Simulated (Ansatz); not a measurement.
Bond stretch in OH (cation, charge +1), triplet.

Methods: UKS-B3LYP = unrestricted B3LYP/cc-pVDZ run with Ansatz (a program for electronic structure); UKS-BLYP = unrestricted BLYP/cc-pVDZ (Ansatz); UKS-PBE = unrestricted PBE/cc-pVDZ in Ansatz; FCI = full CI/cc-pVDZ, frozen core in Ansatz.

Cost and accuracy over the 22 points of the scan, with FCI as yardstick. Costs are rough ratios of core time within Ansatz on shared cores, each with its mean field (Kohn-Sham runs search longer for lower solutions than correlated ones do); the miss is the largest error against full CI of the curve after the mean shift, in kcal/mol.

Which is the cheapest of these levels that stays within 25 kcal/mol of FCI?

UKS-B3LYP.

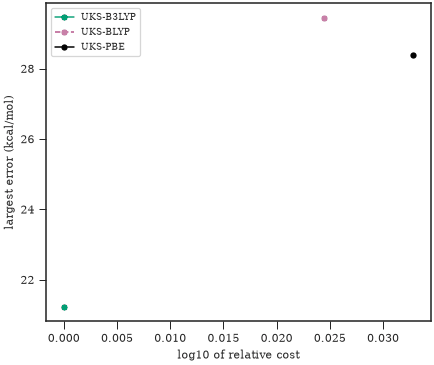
Miss against cost, one point a level.

```
level      relative cost  largest error
---------  -------------  -------------
UKS-B3LYP              1           21.2
UKS-BLYP               1           29.4
UKS-PBE                1           28.4
```

Costs within a factor of two of each other count as equal.

The unrestricted determinant behind UKS-B3LYP is spin-contaminated at 1.72 to 4.13 Å (<S²> up to 2.5, against 2.00 for a pure triplet). The unrestricted determinant behind UKS-BLYP, UKS-PBE is spin-contaminated at 1.88 to 4.13 Å (<S²> up to 2.5, against 2.00 for a pure triplet).
